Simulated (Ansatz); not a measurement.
**Al(100) slab, 5 layers: from the cell to its phonons**

Wanted: phonon frequencies of Al(100) slab, 5 layers and what follows from them.

Calculated with Ansatz 0.2.0; DFT LDA, scalar-relativistic, plane waves, PAW; PAW set soft_1.

### 1. The structure

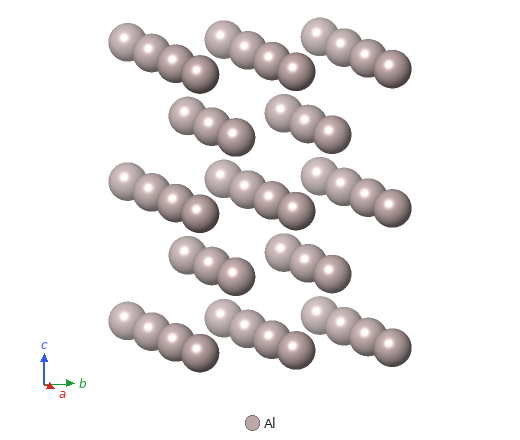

Start, viewed slightly off an axis; aluminium light grey. 3×2×1 cells are drawn. Some periodic images of atoms are drawn too.

The cell holds 5 atoms: 5 Al. Cell: a = 2.857 Å, b = 2.857 Å, c = 21.080 Å, α = 90.0°, β = 90.0°, γ = 90.0°. It derives from Al. Vacuum lies along c.

Structure file:

```cif
data_structure
_symmetry_space_group_name_H-M 'P 1'
_symmetry_Int_Tables_number 1
_cell_length_a 2.8567
_cell_length_b 2.8567
_cell_length_c 21.0800
_cell_angle_alpha 90.000
_cell_angle_beta 90.000
_cell_angle_gamma 90.000
_cell_volume 172.03
loop_
_atom_site_label
_atom_site_type_symbol
_atom_site_fract_x
_atom_site_fract_y
_atom_site_fract_z
_atom_site_occupancy
Al1 Al 0.00000 0.00000 0.30835 1
Al2 Al 0.50000 0.50000 0.40418 1
Al3 Al 0.00000 0.00000 0.50000 1
Al4 Al 0.50000 0.50000 0.59583 1
Al5 Al 0.00000 0.00000 0.69165 1
```

### 2. Bringing the structure to rest

The cell and atoms are relaxed, since residual forces and stress would shift the frequencies.

The program solves this slab on a cell height of its own, 40.0 Å, in place of the one typed.

File input.yaml:

```yaml
crystal:
  lattice:
    - [2.02, 2.02, 0.0]
    - [-2.02, 2.02, 0.0]
    - [0.0, 0.0, 21.08]
  atoms:
    - { symbol: Al, position: [0.0, 0.0, 0.308349] }
    - { symbol: Al, position: [0.5, 0.5, 0.404175] }
    - { symbol: Al, position: [0.0, 0.0, 0.5] }
    - { symbol: Al, position: [0.5, 0.5, 0.595825] }
    - { symbol: Al, position: [0.0, 0.0, 0.691651] }
  periodic: [true, true, false]
kpoints:
  mp_grid: { grid: [12, 12, 1] }
hamiltonian:
  xc: lda
  pseudopotentials: { kind: paw, azcp: { folder: soft_1 }, xc_functional: pbe }
scf:
  occupations: { method: gaussian, width: 0.1 }
output:
  forces: true
  stress: true
  eigenvalues: true
  write_density: true
  write_potential: true
  elf: true
  volumetric_format: npy
relax:
  adjacent_minimum: "off"
  f_tol: 0.005
  max_steps: 80
  cell: { stress_2d_tol: 0.02 }
```

Command:

```console
$ ansatz run input.yaml --threads 4 --pin off --max-ram 16384MiB --backend cpu --events-out ev --progress --plain --runs-dir out
```

Numbers of over 12 decimals in the logs are rounded to 6 here.

Log:

```text
Warning: crystal.periodic: the lattice vector that does not repeat stood 0.000° off the slab's normal, 21.080 Å along it as the deck builds it. The run solves the slab on a vector along the normal, 39.960 Å long, with every atom where it was (on the deck's vector they left 13.00 Å outside them, and the widest stretch free of ions among them is 2.02 Å). A fractional position that the run reports is one of the run's ce [...]
crystal.periodic: the lattice vector that does not repeat stood 0.000° off the slab's normal, 21.080 Å along it as the deck builds it. The run solves the slab on a vector along the normal, 39.960 Å long, with every atom where it was (on the deck's vector they left 13.00 Å outside them, and the widest stretch free of ions among them is 2.02 Å). A fractional position that the run reports is one of the run's cell, which [...]
Engine: ansatz 0.2.0, aarch64-unknown-linux-gnu
Pseudopotentials: kind: paw
Pseudopotential: Al, paw, valence charge 3, recommended cutoff 420 eV (normal), soft_1/Al.paw.azcp
Functional definition: SPW92
  exchange = slater_x
  correlation = pw_c
Crystal: 5 atoms, lattice volume = 326.106 Å³
Basis set: ecut = 420 eV, 6377 PW (Γ)
Bands: 13, of which v1, the nominal top of the filled ones, is band 8 counted from 1 (7 counted from 0)
Symmetry: 16 space group operations
Space group: P4/mmm (ITA 123), of the structure as read, at distance tolerance 6.9e-5 Å
k-points: 28 of 144
Non-local potential: Al, projectors of the file, l = 0: 2, l = 1: 2, l = 2: 1
PAW form: soft (Blöchl's): semilocal exchange-correlation on the pseudo side does not see the compensation charge
PAW frozen core: Al, regenerated for the run's functional, and the local potential with it (the file was generated under x = pbe(κ = 0.804, μ = 0.219515), c = pbe(β = 0.066725))
PAW one-centre angular grid: Al, 110 points (default); XC on 64 Gauss nodes
Initial density: superposition of atomic densities (neutral atoms: chi_scale 0, normalization atom)
Initial wavefunctions: pseudopotential atomic-orbital guess
Functional: x = slater, c = lda
SCF iter   1: F=—  HF=-2564.051751 eV  |F-HF|=—  |Δ(HF+E_count)|=         —  Δρ=1.33e-2  dr2=6.67e0  ethr=3.10e-3  ⟨swp⟩=11.6  Hψ=3898  notcnv=0
preconditioner: auto → LDOS  [metal: Δε(μ)=0.068 eV  Ē_g=6.778 eV  σ=0.100 eV  W_gap=0.37  n_scr=20 (ndim 8)  ℏωp=8.0 eV  f_vac=0.653  D(μ)=2.48/eV (n_scr^D=14)  β→1.0]
SCF iter   2: F=—  HF=-2563.237686 eV  |F-HF|=—  |Δ(HF+E_count)|=   8.14e-1  Δρ=5.57e-3  dr2=2.41e-1  ethr=3.10e-3  ⟨swp⟩=4.1  Hψ=1006  notcnv=0  defer=26
SCF iter   3: F=—  HF=-2563.218040 eV  |F-HF|=—  |Δ(HF+E_count)|=   1.96e-2  Δρ=2.15e-3  dr2=8.22e-2  ethr=1.61e-3  ⟨swp⟩=3.6  Hψ=838  notcnv=0  defer=25
SCF iter   4: F=—  HF=-2563.206553 eV  |F-HF|=—  |Δ(HF+E_count)|=   1.15e-2  Δρ=2.93e-4  dr2=1.11e-3  ethr=5.48e-4  ⟨swp⟩=2.4  Hψ=656  notcnv=0  defer=25
SCF iter   5: F=—  HF=-2563.206590 eV  |F-HF|=—  |Δ(HF+E_count)|=   3.65e-5  Δρ=6.67e-5  dr2=4.32e-5  ethr=7.42e-6  ⟨swp⟩=3.2  Hψ=765  notcnv=0  defer=22
SCF iter   6: F=—  HF=-2563.206584 eV  |F-HF|=—  |Δ(HF+E_count)|=   5.92e-6  Δρ=1.87e-5  dr2=3.19e-6  ethr=2.88e-7  ⟨swp⟩=2.9  Hψ=672  notcnv=0  defer=22
SCF iter   7: F=—  HF=-2563.206585 eV  |F-HF|=—  |Δ(HF+E_count)|=   1.46e-6  Δρ=3.58e-6  dr2=1.32e-7  ethr=2.13e-8  ⟨swp⟩=2.2  Hψ=503  notcnv=0  defer=22
iter 8 did not close the SCF: its close was put off until two iterations running show no level that it waits for move by more than its bar (scf_convergence_deferred on its scf_iter line)
SCF iter   8: F=-2563.206585 eV  HF=-2563.206585 eV  |F-HF|=1.90e-8  |Δ(HF+E_count)|=   3.60e-8  Δρ=8.95e-7  dr2=5.02e-9  ethr=6.67e-10  ⟨swp⟩=26.7  Hψ=4597  notcnv=0
iter 9 did not close the SCF: its close was put off until two iterations running show no level that it waits for move by more than its bar (scf_convergence_deferred on its scf_iter line)
SCF iter   9: F=-2563.206585 eV  HF=-2563.206585 eV  |F-HF|=2.52e-10  |Δ(HF+E_count)|=   2.16e-8  Δρ=1.18e-7  dr2=6.85e-11  ethr=3.35e-11  ⟨swp⟩=8.8  Hψ=2591  notcnv=0
SCF iter  10: F=-2563.206585 eV  HF=-2563.206585 eV  |F-HF|=1.82e-12  |Δ(HF+E_count)|=  2.71e-10  Δρ=2.30e-8  dr2=4.44e-12  ethr=1.00e-12  ⟨swp⟩=6.9  Hψ=1977  notcnv=0
SCF 1 converged in 10 iterations: F = -2563.206585 eV  dr2 = 4.44e-12
  greatest PAW one-centre occupation: 0.488 electrons in one spin orbital (limit 2), on the Al atom at site 4 (counted from 0), in its partial waves of l = 0
relax step   1: F+E_penalty+E_count = -2563.20658542 eV  Δ(F+E_penalty+E_count) = +0.000e0 eV  max|allowed force component| = 1.271e-1 eV/Å  Δτ_max = 0.0000 Å  P = -5.952 N/m  Ω = 326.106 Å³  fix = [c, alpha, beta]  reactions: c +0.000 N/m  (10 SCF iters, dr2 threshold 1.00e-7 eV, accepted)
Crystal: 5 atoms, lattice volume = 307.212 Å³
Basis set: ecut = 420 eV, 6097 PW (Γ)
Initial density: handed on by an earlier stage of this run
Initial wavefunctions: those handed on with the density
iter 1 solved again at ethr=1.09e-3 eV; its pass at ethr=3.10e-3 eV (dr2=1.64e-1 eV) is discarded
SCF iter   1: F=—  HF=-2563.339335 eV  |F-HF|=—  |Δ(HF+E_count)|=         —  Δρ=1.78e-3  dr2=1.73e-1  ethr=1.09e-3  ⟨swp⟩=2.0  Hψ=4258  notcnv=0
preconditioner: auto → LDOS  [insulator: Δε(μ)=0.145 eV  Ē_g=6.816 eV  σ=0.100 eV  W_gap=0.68  n_scr=20 (ndim 8)  ℏωp=8.2 eV  f_vac=0.665  D(μ)=1.83/eV (n_scr^D=12)  ε∞_Penn≈2.4  β→1.0]
SCF iter   2: F=—  HF=-2563.324364 eV  |F-HF|=—  |Δ(HF+E_count)|=   1.50e-2  Δρ=7.82e-4  dr2=1.96e-2  ethr=1.09e-3  ⟨swp⟩=2.0  Hψ=554  notcnv=0  defer=2
SCF iter   3: F=—  HF=-2563.323388 eV  |F-HF|=—  |Δ(HF+E_count)|=   9.76e-4  Δρ=1.27e-4  dr2=1.44e-4  ethr=1.31e-4  ⟨swp⟩=1.6  Hψ=393  notcnv=0  defer=2
SCF iter   4: F=—  HF=-2563.323591 eV  |F-HF|=—  |Δ(HF+E_count)|=   2.04e-4  Δρ=6.44e-5  dr2=2.79e-5  ethr=9.59e-7  ⟨swp⟩=2.6  Hψ=680  notcnv=0  defer=4
SCF iter   5: F=—  HF=-2563.323585 eV  |F-HF|=—  |Δ(HF+E_count)|=   6.58e-6  Δρ=1.48e-5  dr2=6.73e-7  ethr=1.86e-7  ⟨swp⟩=2.7  Hψ=618  notcnv=0  defer=4
SCF iter   6: F=-2563.323587 eV  HF=-2563.323587 eV  |F-HF|=1.53e-7  |Δ(HF+E_count)|=   2.20e-6  Δρ=6.39e-6  dr2=4.06e-7  ethr=3.33e-9  ⟨swp⟩=19.7  Hψ=4308  notcnv=0
the search or the solves at the SCF's close seem to have found levels that the self-consistency loop had missed (the run counts 1). By its estimate they hold under 1e-12 electrons; where the run keeps them, the occupations were computed again with them
SCF 2 converged in 6 iterations: F = -2563.323587 eV  dr2 = 4.06e-7
[...]
relax step   4: F+E_penalty+E_count = -2563.33802730 eV  Δ(F+E_penalty+E_count) = -3.317e-3 eV  max|allowed force component| = 3.142e-2 eV/Å  Δτ_max = 0.0439 Å  P = -0.462 N/m  Ω = 303.339 Å³  energy of the carried Pulay correction = +8.763e-4 eV  fix = [c, alpha, beta]  reactions: c +0.000 N/m  (6 SCF iters, dr2 threshold 5.00e-7 eV, accepted)
[...]
relax step   5: F+E_penalty+E_count = -2563.33914838 eV  Δ(F+E_penalty+E_count) = -1.121e-3 eV  max|allowed force component| = 1.006e-2 eV/Å  Δτ_max = 0.0226 Å  P = +0.050 N/m  Ω = 301.800 Å³  energy of the carried Pulay correction = +9.379e-4 eV  fix = [c, alpha, beta]  reactions: c +0.000 N/m  (7 SCF iters, dr2 threshold 1.63e-7 eV, accepted)
[...]
relax step   6: F+E_penalty+E_count = -2563.33917696 eV  Δ(F+E_penalty+E_count) = -2.858e-5 eV  max|allowed force component| = 5.072e-3 eV/Å  Δτ_max = 0.0035 Å  P = -0.038 N/m  Ω = 302.027 Å³  energy of the carried Pulay correction = +9.288e-4 eV  fix = [c, alpha, beta]  reactions: c +0.000 N/m  (5 SCF iters, dr2 threshold 6.33e-9 eV, accepted)
[...]
relax step   7: F+E_penalty+E_count = -2563.33918860 eV  Δ(F+E_penalty+E_count) = -1.164e-5 eV  max|allowed force component| = 6.788e-5 eV/Å  Δτ_max = 0.0010 Å  P = +0.002 N/m  Ω = 301.948 Å³  energy of the carried Pulay correction = +9.320e-4 eV  fix = [c, alpha, beta]  reactions: c +0.000 N/m  (6 SCF iters, accepted)
[...]
relax step   8: F+E_penalty+E_count = -2563.33877114 eV  Δ(F+E_penalty+E_count) = +4.175e-4 eV  max|allowed force component| = 1.160e-4 eV/Å  Δτ_max = 0.0000 Å  P = -0.022 N/m  Ω = 301.948 Å³  fix = [c, alpha, beta]  reactions: c +0.000 N/m  stress off target by 2.17e-2 N/m on what of the cell is left free  SCF on the basis re-selected at this cell (its energy is not comparable with the rows above)  (5 SCF iters)
[...]
relax step   9: F+E_penalty+E_count = -2563.33877397 eV  Δ(F+E_penalty+E_count) = -2.824e-6 eV  max|allowed force component| = 1.863e-5 eV/Å  Δτ_max = 0.0002 Å  P = -0.000 N/m  Ω = 301.897 Å³  energy of the carried Pulay correction = +1.928e-6 eV  fix = [c, alpha, beta]  reactions: c +0.000 N/m  (4 SCF iters, dr2 threshold 3.60e-10 eV, accepted)
iter 1 solved again at ethr=3.38e-6 eV; its pass at ethr=3.10e-3 eV (dr2=5.07e-4 eV) is discarded
SCF iter   1: F=—  HF=-2563.338781 eV  |F-HF|=—  |Δ(HF+E_count)|=         —  Δρ=5.56e-7  dr2=2.34e-9  ethr=3.38e-6  ⟨swp⟩=4.3  Hψ=5027  notcnv=0
eigensolver tolerance schedule: the retry pair's looser diagonalisation over-reported the residual by 216697.54 of it (diagonalisation noise at an unbounded share of the residual, at the tolerance the schedule requests for it); recorded, not acted on — ethr = c·dr2/N_el stays at c = 1.0e-1
SCF iter   2: F=—  HF=-2563.338771 eV  |F-HF|=—  |Δ(HF+E_count)|=   9.81e-6  Δρ=5.47e-7  dr2=2.77e-9  ethr=1.56e-11  ⟨swp⟩=6.8  Hψ=1472  notcnv=0
SCF iter   3: F=—  HF=-2563.338771 eV  |F-HF|=—  |Δ(HF+E_count)|=  5.15e-10  Δρ=2.48e-7  dr2=4.98e-10  ethr=1.56e-11  ⟨swp⟩=1.6  Hψ=436  notcnv=0
SCF iter   4: F=—  HF=-2563.338771 eV  |F-HF|=—  |Δ(HF+E_count)|=  3.14e-11  Δρ=1.62e-7  dr2=2.12e-10  ethr=3.32e-12  ⟨swp⟩=2.3  Hψ=508  notcnv=0
SCF iter   5: F=—  HF=-2563.338771 eV  |F-HF|=—  |Δ(HF+E_count)|=  4.05e-11  Δρ=7.57e-8  dr2=5.03e-11  ethr=1.42e-12  ⟨swp⟩=2.1  Hψ=478  notcnv=0
SCF iter   6: F=—  HF=-2563.338771 eV  |F-HF|=—  |Δ(HF+E_count)|=  8.64e-12  Δρ=3.40e-8  dr2=1.01e-11  ethr=1.00e-12  ⟨swp⟩=1.6  Hψ=452  notcnv=0
SCF iter   7: F=-2563.338771 eV  HF=-2563.338771 eV  |F-HF|=1.00e-11  |Δ(HF+E_count)|=    0.00e0  Δρ=3.37e-9  dr2=1.96e-13  ethr=1.00e-12  ⟨swp⟩=11.7  Hψ=2667  notcnv=0
SCF 10 converged in 7 iterations: F = -2563.338771 eV  dr2 = 1.96e-13
relax step  10: F+E_penalty+E_count = -2563.33877139 eV  Δ(F+E_penalty+E_count) = +2.582e-6 eV  max|allowed force component| = 2.035e-5 eV/Å  Δτ_max = 0.0000 Å  P = -0.000 N/m  Ω = 301.897 Å³  fix = [c, alpha, beta]  reactions: c +0.000 N/m  stress off target by 4.21e-4 N/m on what of the cell is left free  SCF on the basis re-selected at this cell (its energy is not comparable with the rows above)  (7 SCF iters)
basis re-selected at this cell: Δ(F+E_penalty+E_count) = +2.582e-6 eV, ΔP = -0.000 N/m vs the last step (what re-selecting the basis moved, of the pressure what is left beyond the Pulay correction that the steps carried, after the strain that the cell walked since its last selection, with what the two solves' SCF thresholds leave and, on support functions, any second-order correction that the steps lacked; it is no m [...]
WARN: The output density's exchange-correlation potential varies sharply where the density is thin. Do not read a vacuum level from v_tot or v_xc, or from such a field of the output density. On a cell that repeats whose density bears no net charge and no dipole along the vacuum's axis use v_es (v_loc + v_h of the components); under efield.dipole_correction with no amplitude use v_es + v_field, which holds any externa [...]
SCF converged after 7 iterations
Free energy (F): -2563.338771 eV
Harris-Foulkes:  -2563.338771 eV  (|F-HF|=1.00e-11)
Internal energy: -2563.325611 eV  (E = F + TS)
E sigma→0 (E₀):  -2563.332191 eV
Entropy (-TS):   -0.013161 eV (-2.632 meV/atom)
Fermi energy:    -4.390542 eV
--- Per-component energies (eV) ---
  E_band       = -129.118049
  E_kinetic    = 112.535143
  E_local      = -17636.340325  (includes V_loc(G=0)·N_el)
  E_nonlocal   = 54.482072
  E_hartree    = 8752.935665
  E_xc         = -186.117843
  E_vxc        = -146.228293  (∫ρ·V_xc dr)
  E_paw        = -2226.354710  (= ΣΔE_a)
  E_vpaw       = -19.437962  (= ΣTr[D̂ρ^β])
  E_aug_tail   = -0.000020  (compensation charges beyond the density's cutoff)
  E_ewald      = 8565.255824
  E_core_change = 0.278583  (= ΣΔE_core)
  E_smearing   = -0.013161  (= −TS)
  E_closure    = 0.000000  (closes the sum)
  Σ components = -2563.338771   (vs F -2563.338771, Δ=0.00e0)
--- Forces (eV/Å), atoms counted from 1 ---
  atom   1  Al     0.00000000    -0.00000000    -0.00000348
  atom   2  Al     0.00000000    -0.00000000    -0.00002035
  atom   3  Al     0.00000000    -0.00000000     0.00000000
  atom   4  Al     0.00000000    -0.00000000     0.00002035
  atom   5  Al     0.00000000    -0.00000000     0.00000348
  max |Σ_I F_I| component: 1.47e-19 eV/Å
--- 2D stress c σ (N/m, compression-positive) ---
       -0.000421       0.000000       0.000000
        0.000000      -0.000421       0.000000
        0.000000       0.000000       0.000000
  P = ½ c Tr σ = -0.0004 N/m
--- Band table (eV; the first three rows and the last of 28) ---
  k-point 0: bands = [... 4 lower, -8.8259, -6.9305, -3.9159, -1.7091 (-1.7092°), -0.4140 (-0.4213°), 0.2032, 0.6702, 1.2126, ... 1 higher]
  k-point 1: bands = [... 4 lower, -8.6942, -6.8048, -3.7918, -1.5841 (-1.5841°), -0.3126 (-0.3170°), -0.2055 (-0.2085°), 0.3224, 0.6522, ... 1 higher]
  k-point 2: bands = [... 4 lower, -8.3004, -6.4282, -3.4751, -2.5852, -1.8493, -1.1185 (-1.1185°), -0.4605 (-0.4605°), 0.1344, ... 1 higher]
  k-point 27: bands = [... 4 lower, -5.3075, -5.2475, -4.5949, -4.5949, -4.5840, -4.0418, -3.1955, -2.8653, ... 1 higher]
  ° read free of the cell's end (the report's vacuum.weakly_bound_levels)
--- Relaxed structure (8 steps of the walk, 8 accepted, 2 SCFs on fresh bases) ---
  F+E_penalty+E_count = -2563.33877139 eV   max|allowed force component| = 2.035e-5 eV/Å   (the final SCF, on the basis selected at the relaxed cell)
  cell:  # Å, volume = 301.8974 Å³
    - [1.943578, 1.943578, 0.0]
    - [-1.943578, 1.943578, 0.0]
    - [0.0, 0.0, 39.960012]
  atoms:
    - { symbol: Al, position: [0, 0, 0.160657] }
    - { symbol: Al, position: [0.500000, 0.500000, 0.212946] }
    - { symbol: Al, position: [0, 0, 0.263764] }
    - { symbol: Al, position: [0.500000, 0.500000, 0.314581] }
    - { symbol: Al, position: [0, 0, 0.366870] }
```

Elapsed: 28 s, on 4 threads of Arm Neoverse V1, shared host; peak memory 0.57 GiB; 1.8 min of CPU time.

Step by step:

| step | energy less that of the first step (eV) | largest force component (eV/Å) | volume (Å³) |
| --- | --- | --- | --- |
| 1 | 0.0000 | 0.1271 | 326.11 |
| 2 | -0.1170 | 0.0902 | 307.21 |
| 3 | -0.1281 | 0.0623 | 298.82 |
| 4 | -0.1314 | 0.0314 | 303.34 |
| 5 | -0.1326 | 0.0101 | 301.80 |
| 6 | -0.1326 | 0.0051 | 302.03 |
| 7 | -0.1326 | 0.0001 | 301.95 |
| 8* | -0.1322 | 0.0001 | 301.95 |
| 9 | -0.1322 | 0.0000 | 301.90 |
| 10* | -0.1322 | 0.0000 | 301.90 |

Relaxation steps marked * repeat the geometry before them on a plane-wave basis chosen anew for their cell, so energy and pressure can jump there.

The run keeps the 16 symmetry operations that it works with, so distortions that break them were not tested.

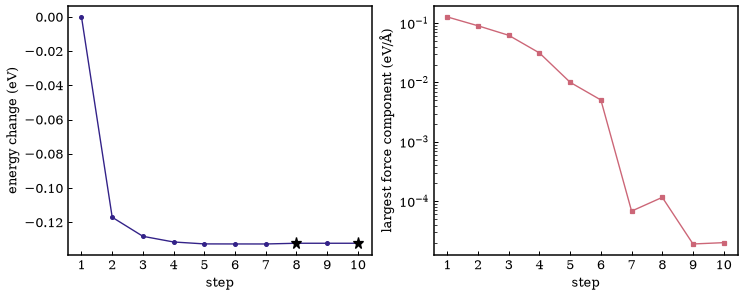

Energy and largest force along the relaxation. Stars mark steps on a basis chosen anew.

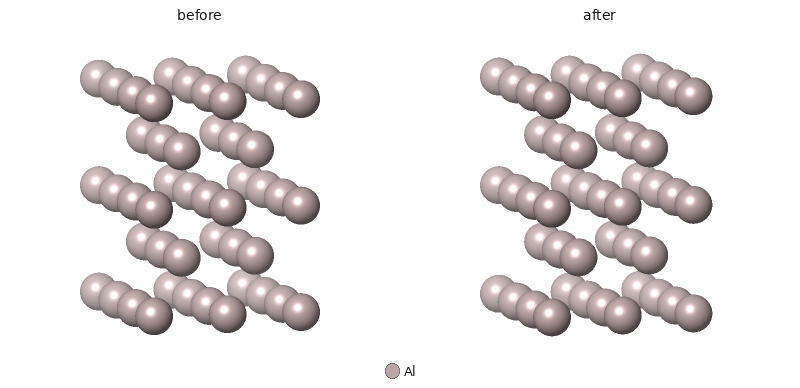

Before and after, at one scale.

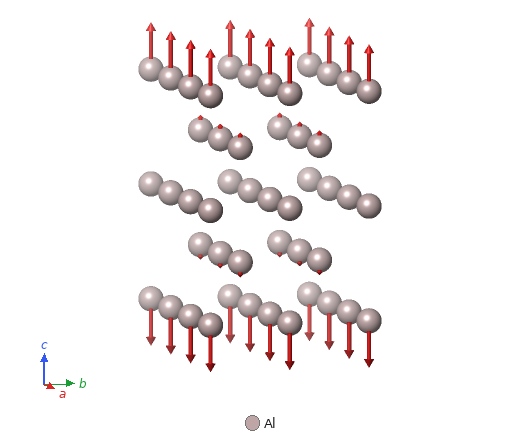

Displacements in the relaxation, exaggerated, measured against the changing cell; the longest in the cell stands for 0.08 Å. 3×2×1 cells are drawn. Some periodic images of atoms are drawn too.

| cell as run | before | after | change |
| --- | --- | --- | --- |
| a (Å) | 2.857 | 2.749 | -3.8 % |
| b (Å) | 2.857 | 2.749 | -3.8 % |

The atoms that moved most (Å, along periodic axes as changes of fractional coordinates times the final cell, across vacuum about the mean position):

| atom | dx | dy | dz | length |
| --- | --- | --- | --- | --- |
| Al1 | 0.000 | 0.000 | -0.080 | 0.080 |
| Al5 | 0.000 | 0.000 | 0.080 | 0.080 |
| Al4 | 0.000 | 0.000 | 0.011 | 0.011 |
| Al2 | 0.000 | 0.000 | -0.011 | 0.011 |

The relaxed structure:

```xyz
5
Lattice="1.9436 1.9436 0.0000 -1.9436 1.9436 0.0000 0.0000 0.0000 39.9600" Properties=species:S:1:pos:R:3
Al    0.0000    0.0000    6.4199
Al    0.0000    1.9436    8.5093
Al    0.0000    0.0000   10.5400
Al    0.0000    1.9436   12.5707
Al    0.0000    0.0000   14.6601
```

This step gave:

* gap on the k-mesh: 0 eV
* area per atom: 1.511 Å²

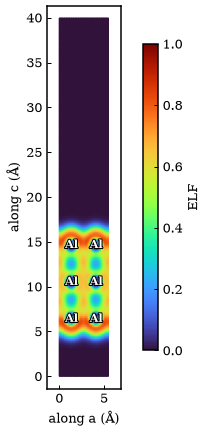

ELF in the ac plane at fractional y = 0.000, with atoms of Al within 0.2 Å of it. It is the smooth field of the valence electrons, not physical close to the nuclei. The map starts off the cell's origin, so that atoms lie inside it.

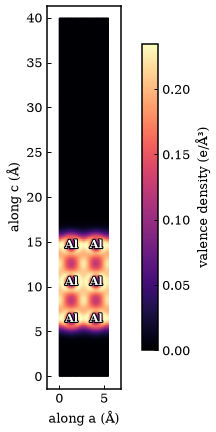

Valence density in the ac plane at fractional y = 0.000, with atoms of Al within 0.2 Å of it. It is the smooth field of the valence electrons, not physical close to the nuclei. The map starts off the cell's origin, so that atoms lie inside it.

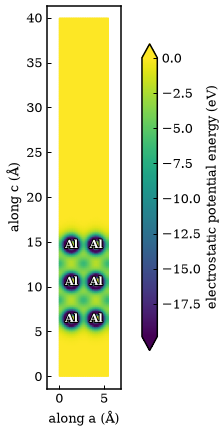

Electrostatic potential energy in the ac plane at fractional y = 0.000, with atoms of Al within 0.2 Å of it. With pseudopotentials it is smooth inside the atoms' cores, unlike the true potential. The map starts off the cell's origin, so that atoms lie inside it.

The cell shrank by 3.8 % in its periodic edges. From the first step to the last the energy fell by 0.132 eV, across changes of basis, and the largest move was 0.08 Å (Al1 and 1 other atom alike).

[end of part 1 of 2]

[Logs are printed without paths, hosts, clocks, repeated set-up lines and the standing remarks that a program may print on its own settings, such as how far it seeks lower states.]

[Hosts, paths, dates, database ids (printed as entryN), source tags and the programs' standing remarks are cut or masked in the printed files.]
